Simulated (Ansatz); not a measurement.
# HfS (singlet): from Hartree-Fock to the top rungs, def2-SVP

How much of the correlation energy of HfS (singlet) does each wave-function method recover here?

Program: Ansatz 0.2.0, Gaussian basis. Level of theory: def2-SVP, core rule «outside noble gas», up to 9 orbitals frozen. These are calculated values, not measurements.

The runs, in order: UHF; CCSD(T) on RHF; CCSD(T) on UHF; CISD; CCSDT(Q) on RHF; CCSDT(Q) on UHF; CCSDTQ on RHF; CASSCF and MRCISD+Q, 10 electrons in 10 orbitals; CASSCF and NEVPT2, 10 electrons in 10 orbitals.

8 further runs of the same task are left out: 4 for a known fault of the program, 4 set aside as unsound or not needed. Runs told in other sessions of the task aren't counted.

### 1 The system

The geometry is a PBE0/def2-TZVP stationary point (not a proven minimum). No spin-orbit coupling is included. Elements past krypton take def2 core potentials.

2 atoms, charge 0, spin multiplicity 1.

Atoms are counted from 1 here; the program's logs count them from 0.

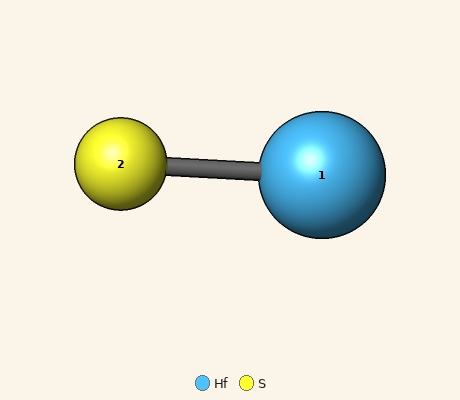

The structure; hafnium blue, sulfur yellow; atoms are numbered from 1 in the order of the file.

### 2 UHF

in.yaml

```yaml
crystal:
  periodic: [false, false, false]
  atoms:
    - {symbol: Hf, position_ang: [0.000000, 0.000000, 0.000000]}
    - {symbol: S, position_ang: [0.000000, 0.000000, 2.163711]}
basis:
  gaussian: {orbitals: def2-SVP}
magnetization: {spin_polarized: true, initial_magnetization: 0}
hamiltonian: {xc: hf}
output: {orbitals: {seedname: orbitals}}
```

On the command line:

```console
$ ansatz run in.yaml --threads 1 --pin off --events-out ev --progress --plain --max-ram 4096MiB --backend cpu
```

The runs that follow: CCSD(T) on RHF; CCSD(T) on UHF; CISD; CCSDT(Q) on RHF; CCSDT(Q) on UHF; CCSDTQ on RHF; CASSCF and MRCISD+Q, 10 electrons in 10 orbitals; CASSCF and NEVPT2, 10 electrons in 10 orbitals.

**Question.** What will the summary of the whole plan be? Wanted: RCCSDTQ from the RHF energy; RMP2 from RCCSDTQ; UMP2 from RCCSDTQ; RCCSD from RCCSDTQ; RCCSD(T) from RCCSDTQ; UCCSD(T) from RCCSDTQ; RCCSDT(Q) from RCCSDTQ; UCCSDT(Q) from RCCSDTQ; NEVPT2 valence from RCCSDTQ.

**Answer**, as computed:

| quantity | value |
| --- | --- |
| RCCSDTQ from the RHF energy | -6.4511 eV |
| RMP2 from RCCSDTQ | +773.9 meV |
| UMP2 from RCCSDTQ | +915.7 meV |
| RCCSD from RCCSDTQ | +461.9 meV |
| RCCSD(T) from RCCSDTQ | +41.8 meV |
| UCCSD(T) from RCCSDTQ | +77.8 meV |
| RCCSDT(Q) from RCCSDTQ | -3.6 meV |
| UCCSDT(Q) from RCCSDTQ | +19.7 meV |
| NEVPT2 valence from RCCSDTQ | +974.0 meV |
| MRCISD+Q valence from RCCSDTQ | +58.8 meV |
| levels within 1 kcal/mol (43 meV) | RCCSD(T), RCCSDT, RCCSDT(Q), UCCSDT(Q) |
| T1 diagnostic | 0.035 |
| effectively unpaired electrons | 0.15 |

RCCSD(T) misses by +41.8 meV, 0.6 % of the correlation energy. CCSD(T) misses by +41.8 meV on the restricted determinant and by +77.8 meV on the unrestricted one; the two need not hold the same state or core. One determinant dominates. Of the multireference levels listed MRCISD+Q valence comes nearest in total energy (+58.8 meV), which doesn't show that its space is the better one. These misses are within one basis, not against nature.
